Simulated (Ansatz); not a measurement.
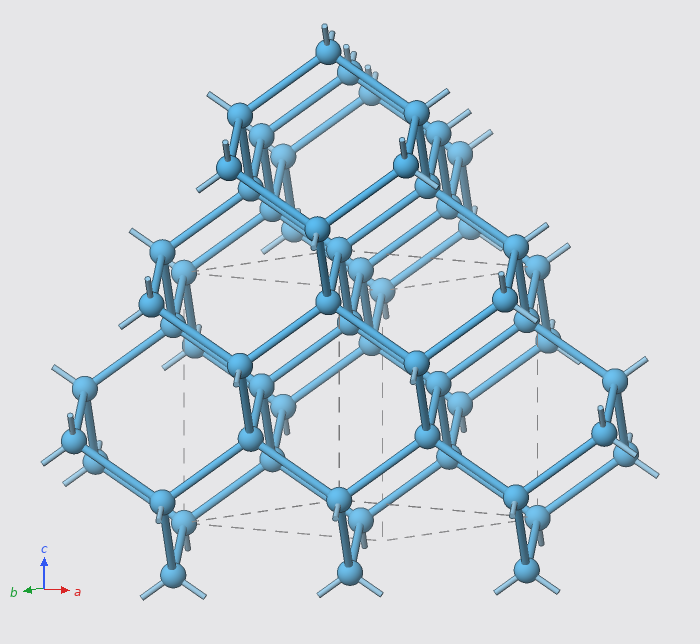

A cut-out of a periodic net derived from a crystal structure. Nodes are coloured by topological kind. Short stubs are edges that leave the cut-out.

> What net is this?

A uninodal 4-connected, three-periodic net. It is the dia net, known from diamond, zinc blende and cristobalite.

> Give point symbol and coordination sequence.

6^6, sequence 4, 12, 24, 42, 64, 92.

Where the net comes from. GaAs (space group F-43m, No. 216). Coordinates: the input geometry of an electronic-structure calculation (not necessarily at equilibrium); the starting structure was generated, so it need not be a known form of this composition. Bonds are taken as As–Ga below 2.8 Å; no other contact counts. Atoms with one bond or none are removed and atoms with two bonds are replaced by edges, until no such atom is left. Ga and As are 4-connected nodes.
